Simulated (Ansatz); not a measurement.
## Electronic structure of CH₂O₂S (SMILES OC(O)=S) in real space

Input file:

```
crystal:
  periodic: [false, false, false]
  atoms:
    - {symbol: O, position_ang: [0.781640, 0.477432, -0.500515]}
    - {symbol: C, position_ang: [-0.308060, -0.123946, -0.016251]}
    - {symbol: O, position_ang: [-0.098578, -0.549265, 1.215352]}
    - {symbol: S, position_ang: [-1.704599, -0.310351, -0.827875]}
    - {symbol: H, position_ang: [0.567916, 0.764957, -1.398105]}
    - {symbol: H, position_ang: [0.803882, -0.323027, 1.481293]}
basis:
  gaussian: {orbitals: def2-TZVPP}
hamiltonian: {xc: pbe0, dispersion: d4}
output: {orbitals: {seedname: orbitals}}
```

Run with:

```sh
ansatz run in.yaml --threads 2 --pin off --events-out ev --progress --plain --max-ram 4352MiB
```

Geometry: PBE0-D4/def2-TZVP.

Theory: RKS PBE0-D4/def2-TZVPP (Ansatz 0.2.0).

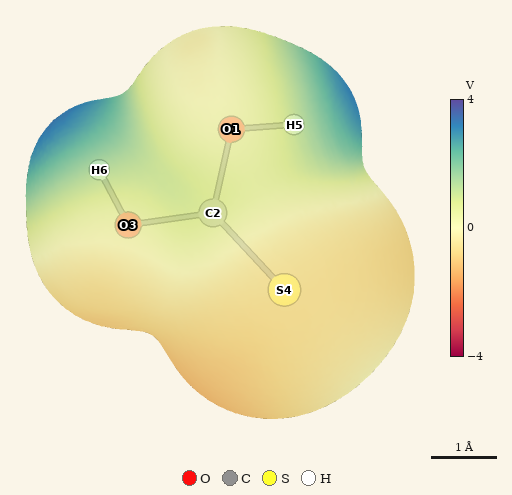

Figure 1. The molecular electrostatic potential painted on the density surface at 0.002 e/bohr³, seen across its widest extent; the colour scale runs from red (negative) to blue (positive).

> Which sites attract a positive test charge, and which a negative one?

A positive charge is drawn to the negative regions and a negative charge to the positive ones. The most negative region (about −1.3 V, or −30 kcal/mol for a unit charge) lies over S4, the most positive (about +3.3 V, or +76 kcal/mol for a unit charge) over H5 and H6.

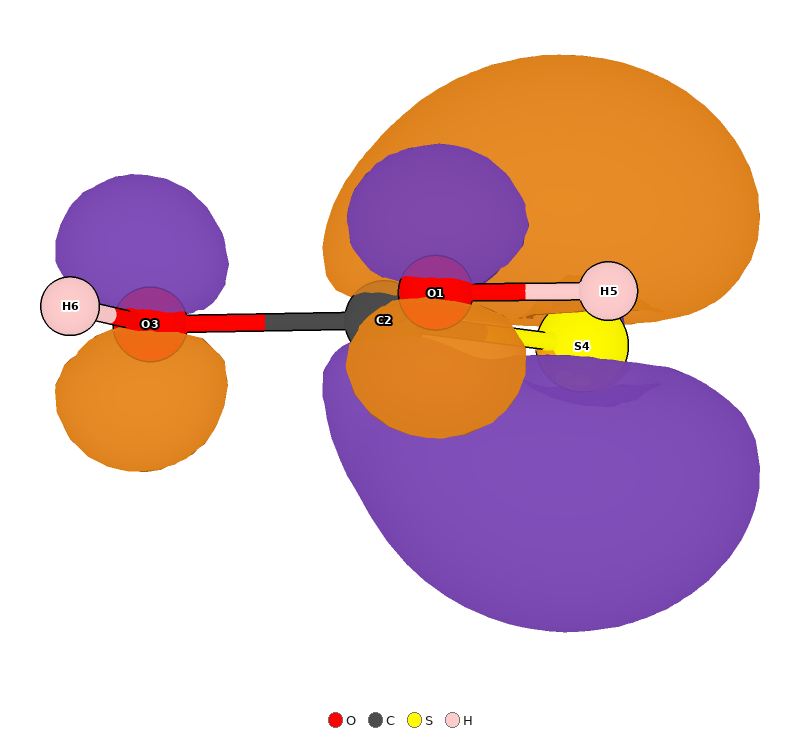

Figure 2. The HOMO−1 at ±0.15 Å⁻³ᐟ² (orange and purple are the two phases), seen from one side.

> Where does this orbital lie, and at what energy?

By Hirshfeld shares it lies mainly on S4 (about 70 %), C2 (about 15 %), O3 (about 10 %) and O1 (about 10 %); it changes sign across the molecular plane (π type); π-antibonding (a node) across O1–C2 and C2–O3. Its energy is −7.54 eV.

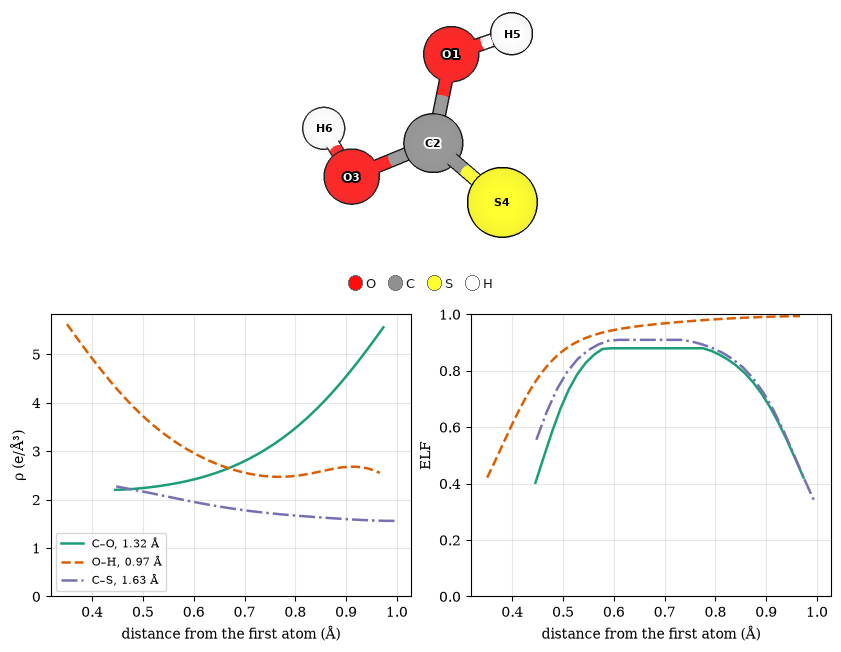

Figure 3. Total electron density and electron localisation function along straight lines between neighbouring atoms. The curves leave out the atomic cores. The structure is drawn too.

> What kind of bonding do the profiles show?

C–O (1.32 Å): ρ is about 2.6 e/Å³ halfway; the ELF peaks at about 0.90 between the atoms; a polar covalent bond.
O–H (0.97 Å): ρ at the midpoint is about 3.9 e/Å³; the ELF climbs to about 1 towards the hydrogen, as it does in any bond to H: an ordinary covalent bond to hydrogen.
C–S (1.63 Å): ρ at the midpoint is about 1.7 e/Å³; the ELF peaks at about 0.90 between the atoms (a covalent bond).
